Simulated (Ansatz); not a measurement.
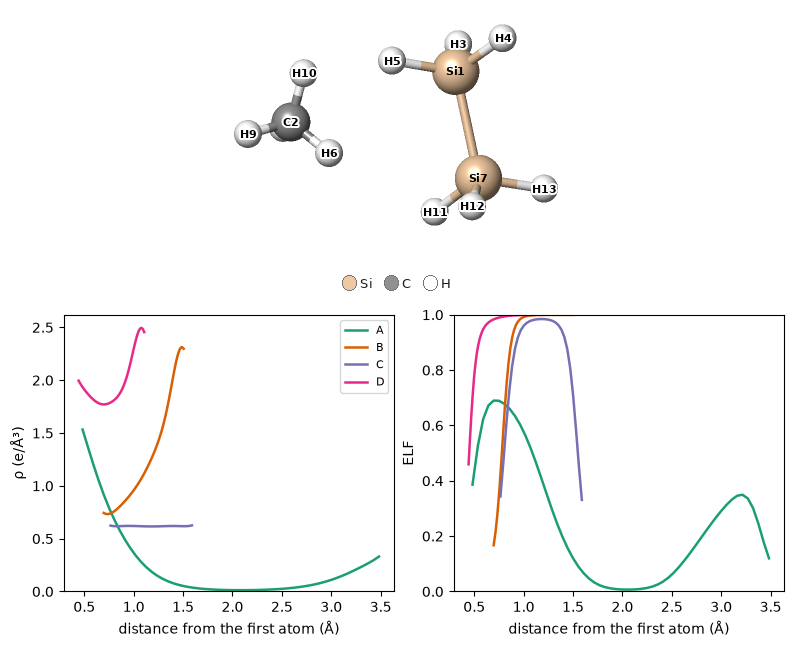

Figure. H6Si2···CH4. Electron density and ELF along straight lines between neighbouring atoms. The curves leave out the atomic cores. The structure is drawn too.

These are results of RKS PBE/def2-SVP (Ansatz), not measurements.

```yaml
atoms:
  - { symbol: Si, position_ang: [-1.0673, 1.4769, 0.3667] }
  - { symbol: C, position_ang: [1.1524, -2.0962, 1.1959] }
  - { symbol: H, position_ang: [-2.0139, 0.3849, 0.7915] }
  - { symbol: H, position_ang: [-1.7759, 2.8010, 0.4864] }
  - { symbol: H, position_ang: [0.1171, 1.4793, 1.2967] }
  - { symbol: H, position_ang: [0.9977, -1.6154, 0.2111] }
  - { symbol: Si, position_ang: [-0.3713, 1.1400, -1.8574] }
  - { symbol: H, position_ang: [0.8474, -3.1579, 1.1372] }
  - { symbol: H, position_ang: [2.2215, -2.0347, 1.4732] }
  - { symbol: H, position_ang: [0.5440, -1.5773, 1.9602] }
  - { symbol: H, position_ang: [0.2592, -0.2196, -2.0163] }
  - { symbol: H, position_ang: [0.6396, 2.1857, -2.2536] }
  - { symbol: H, position_ang: [-1.5504, 1.2333, -2.7918] }
```

Q: Which curve belongs to which contact (C–H, C–Si, Si–H and Si–Si)? The first atom named is at distance zero.

A: Curve A: C2···Si1 (4.29 Å): the density falls to about 0.01 e/Å³ on the way; the ELF dips to about 0 between them (a non-bonded, intermolecular contact). Curve B: Si–H (1.51 Å): ρ is about 0.73 e/Å³ halfway; the ELF climbs to about 1 towards the hydrogen, as it does in any bond to H. Curve C: Si–Si (2.35 Å): the density is about 0.62 e/Å³ at the midpoint; the ELF peaks at about 1 between the atoms: a covalent bond. Curve D: C–H (1.11 Å): ρ at the midpoint is about 1.9 e/Å³; the ELF climbs to about 1 towards the hydrogen; an ordinary covalent bond to hydrogen.
